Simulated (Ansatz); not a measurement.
BN2H6OF: several calculations on one system

### Relaxation

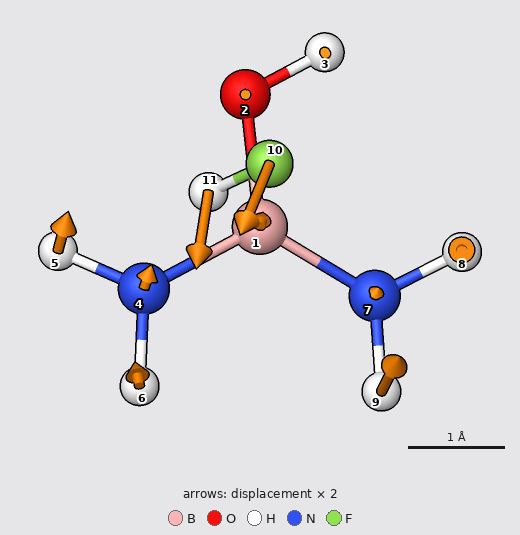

A relaxation of BN₂H₆OF. The starting structure is drawn; orange arrows show the displacements, 2 times their true length. The two geometries are superimposed by the best rigid fit.

Style: ball-and-stick. Shown at a tilt.

The run prepares an end point of a later path (reaction) calculation, from a guessed geometry.

The calculation used RKS PBE/def2-SVP in Ansatz.

Input
```yaml
crystal:
  periodic: [false, false, false]
  atoms:
    - { symbol: B, position_ang: [-0.126962, -0.199308, 0.023143] }
    - { symbol: O, position_ang: [-0.049477, -0.625334, 1.347066] }
    - { symbol: H, position_ang: [-0.92137, -0.831474, 1.719592] }
    - { symbol: "N", position_ang: [1.165767, 0.221004, -0.499011] }
    - { symbol: H, position_ang: [1.989864, -0.29129, -0.169256] }
    - { symbol: H, position_ang: [1.265428, 0.523265, -1.471296] }
    - { symbol: "N", position_ang: [-1.32074, -0.133995, -0.746258] }
    - { symbol: H, position_ang: [-2.233359, -0.057681, -0.2996] }
    - { symbol: H, position_ang: [-1.321663, 0.266438, -1.683039] }
    - { symbol: F, position_ang: [0.10942, 2.050217, 1.159037] }
    - { symbol: H, position_ang: [0.656692, 1.400358, 0.747723] }
basis:
  gaussian: { orbitals: def2-SVP }
hamiltonian:
  xc: pbe
relax:
  f_tol: 0.03
  max_steps: 50
output:
  orbitals: {}
```

Command:
```bash
ansatz run input.yaml --threads 2 --pin off --max-ram 3072MiB --backend cpu --events-out ev --progress --plain --runs-dir out
```

### Describe the change and its energy.

The energy falls by 24.9 kJ/mol in 8 accepted moves (9 points after the start). The largest force component goes from 0.84 to 0.02 eV/Å. The line search rejected the trial step at point 5 of the run. F10 moves most after the best rigid fit: 0.54 Å. By element the largest moves are F 0.54 Å, H 0.48 Å, O 0.40 Å, N 0.15 Å, B 0.12 Å. Near-neighbour distances that change, for instance: F10–H11 0.944 → 0.971 Å, B1–O2 1.393 → 1.380 Å, B1–N4 1.456 → 1.464 Å. Among the angles between lasting bonds that change: O2–B1–N4 112.3° → 115.0°, B1–N4–H6 120.8° → 118.4°, N4–B1–N7 122.6° → 120.4°. The run took 10 s on 2 threads of Intel(R) Xeon(R) 6975P-C (Granite Rapids), on a shared host, peak memory 0.17 GiB.

### Relaxation

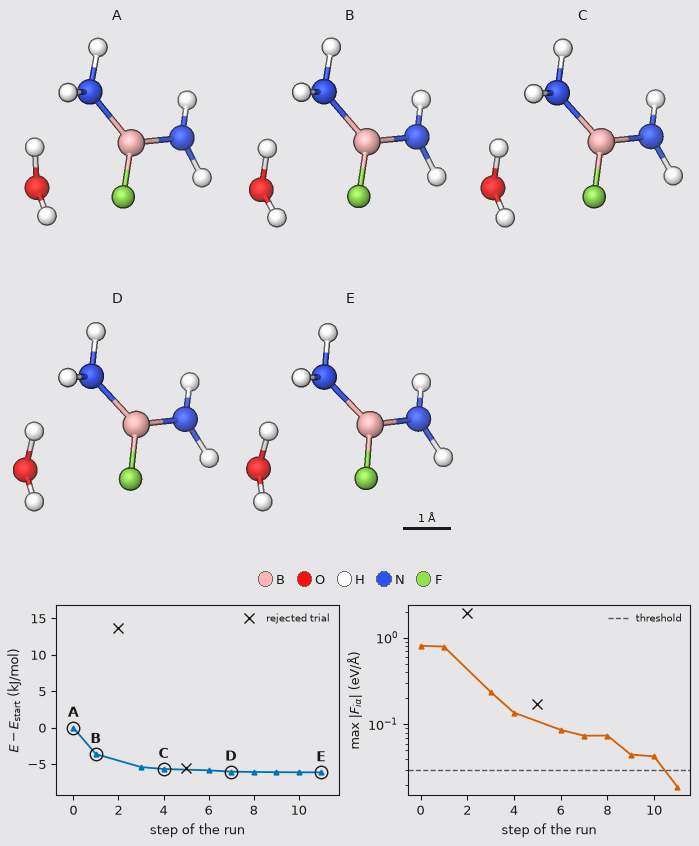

Frames of a relaxation of BN2H6OF, marked on the history of the run. The picture is a ball-and-stick view, seen at a tilt.

The run prepares an end point of a later path (reaction) calculation, from a guessed geometry.

Theory: RKS PBE/def2-SVP in Ansatz 0.2.0.

The input:
```yaml
crystal:
  periodic: [false, false, false]
  atoms:
    - { symbol: B, position_ang: [0.052871, 0.587591, -0.466198] }
    - { symbol: O, position_ang: [-0.093481, 0.071929, 2.097511] }
    - { symbol: H, position_ang: [-0.786895, -0.217292, 1.464075] }
    - { symbol: "N", position_ang: [1.264228, 0.000183, -0.908103] }
    - { symbol: H, position_ang: [1.329497, -0.984812, -1.157948] }
    - { symbol: H, position_ang: [2.154094, 0.391088, -0.599868] }
    - { symbol: "N", position_ang: [-1.238706, -0.045827, -0.562684] }
    - { symbol: H, position_ang: [-1.359244, -0.929512, -1.057282] }
    - { symbol: H, position_ang: [-2.07018, 0.544323, -0.614233] }
    - { symbol: F, position_ang: [0.069588, 1.85526, -0.011495] }
    - { symbol: H, position_ang: [-0.108173, 1.049269, 1.944326] }
basis:
  gaussian: { orbitals: def2-SVP }
hamiltonian:
  xc: pbe
relax:
  f_tol: 0.03
  max_steps: 50
```

Run as
```bash
ansatz run input.yaml --threads 2 --pin off --max-ram 3072MiB --backend cpu --events-out ev --progress --plain --runs-dir out
```

### What happens along the run?

The energy falls by 6.11 kJ/mol in 9 accepted moves (11 points after the start). Largest force component: 0.8 eV/Å at the start, 0.019 eV/Å at the end. The line search rejected the trial steps at points 2, 5 of the run. The largest move after the best rigid fit is that of H11, 0.39 Å. By element the largest moves are H 0.39 Å, O 0.25 Å, F 0.24 Å, B 0.14 Å, N 0.09 Å. Some distances before and after: B1–F10 1.347 → 1.361 Å, O2–H11 0.989 → 0.975 Å. Cost: 12 s on 2 threads of Intel(R) Xeon(R) 6975P-C (Granite Rapids) (shared host), peak memory 0.16 GiB. From step 0 to 1: O2 moves most (0.19 Å), energy −3.60 kJ/mol. From step 1 to 4: H11 moves most (0.10 Å), energy −2.05 kJ/mol. From step 4 to 7: H11 moves most (0.11 Å), energy −0.37 kJ/mol. From step 7 to 11: H11 moves most (0.10 Å), energy −0.09 kJ/mol.

| step | E − E(0), kJ/mol | largest force component, eV/Å | note |
| --- | --- | --- | --- |
| 0 | 0.00 | 0.8046 |  |
| 1 | -3.60 | 0.7890 |  |
| 2 | 13.71 | 1.9023 | rejected |
| 3 | -5.38 | 0.2369 |  |
| 4 | -5.65 | 0.1363 |  |
| 5 | -5.53 | 0.1697 | rejected |
| 6 | -5.83 | 0.0863 |  |
| 7 | -6.01 | 0.0738 |  |
| 8 | -6.05 | 0.0742 |  |
| 9 | -6.08 | 0.0448 |  |
| 10 | -6.10 | 0.0427 |  |
| 11 | -6.11 | 0.0190 |  |

### Path

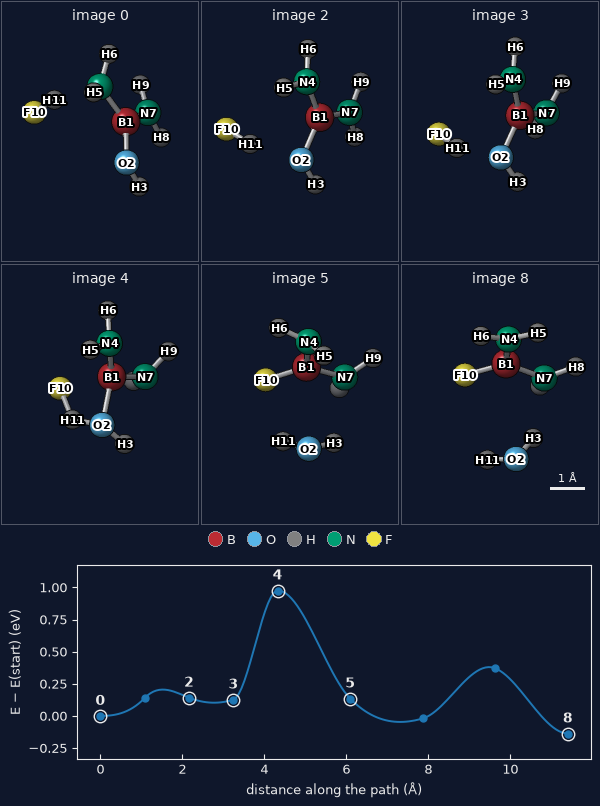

A search for the minimum-energy path of BN$_{2}$H$_{6}$OF by the nudged elastic band. Images are numbered from 0 (start) to 8 (end). A ball-and-stick model, seen from a free direction.

Level of theory: RKS PBE/def2-SVP in Ansatz. Settings: 7 movable images; climbing image; force threshold 0.05 eV/Å; iteration limit 60; starting path through a guess of the saddle point.

**What happens along the path, and what is the barrier?**

The path has more than one stage, and so few images may leave a stage unresolved. Breaking: B1–O2 (1.38 → 1.58 at the top → 2.95 Å), F10–H11 (0.97 → 1.22 at the top → 2.72 Å). Forming: B1–F10 (2.89 → 1.79 at the top → 1.36 Å), O2–H11 (2.99 → 1.17 at the top → 0.98 Å). Forward barrier 0.98 eV, backward barrier 1.11 eV, with image 4 at the top; the reaction energy is −0.14 eV. The profile has 3 maxima (images 2, 4, 7) with a dip at image 6 (−0.02 eV), so the process runs in steps. The band converged in 30 iterations. The largest component of the band force went from 33 to 0.043 eV/Å. The climbing image converged on the top of the path. Its vibrational analysis gives one imaginary mode (680i cm⁻¹), as a transition state must have.

Cost: 2.8 min on 2 threads of Intel(R) Xeon(R) 6975P-C (Granite Rapids), with other jobs on the host, peak memory 0.16 GiB.
